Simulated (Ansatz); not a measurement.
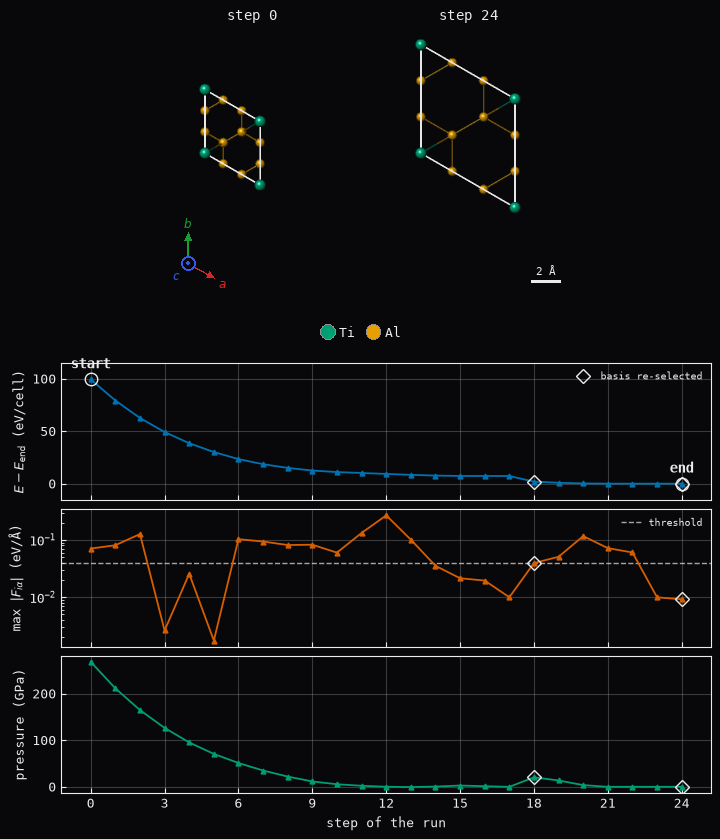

First and last geometry of a relaxation of solid TiAl₆ (a generated structure, set up in P6/mmm) (coarse preliminary run), with the history of the run. The picture is a ball-and-stick view of the cell of the calculation, seen along the c axis.

Theory: Ansatz 0.2.0, DFT PBE, scalar-relativistic, plane waves, PAW. (plane-wave cutoff 420 eV; k-point mesh 6 × 6 × 4; occupations gaussian; smearing width 0.1 eV; no spin polarisation; cell and atoms relaxed; force threshold 0.04 eV/Å; at most 70 steps)

> Did the run converge, and what did it change?

It converged. The largest moves relative to the cell, 0.004 Å, are those of Al atoms. Ti stays in place. The volume changes by +67.4 %, with a = b 4.536 → 7.735 Å (+70.5 %), c 4.905 → 2.824 Å (−42.4 %). Near-neighbour distances that change, for instance: Al–Al 4.905 → 2.824 Å, Ti–Ti 4.905 → 2.824 Å, Al–Al 1.510 → 2.579 Å, Al–Ti 2.880 → 2.940 Å. Bond angles that change, for instance: Ti–Al–Ti 116.8° → 57.4°, Ti–Al–Al 121.6° → 151.3°, Ti–Al–Al 74.8° → 64.0°. The space group stays P6/mmm (No. 191). After 22 accepted moves (24 points after the start) the energy has fallen by 99.466 eV per cell of the calculation. The largest force component goes from 0.071 to 0.0092 eV/Å. The pressure goes from 268.26 to 0.14 GPa. The SCF was repeated twice at an unchanged geometry on a basis and grid sized afresh for the cell, which shifted the energy by 5.390 eV per cell of the calculation at most.
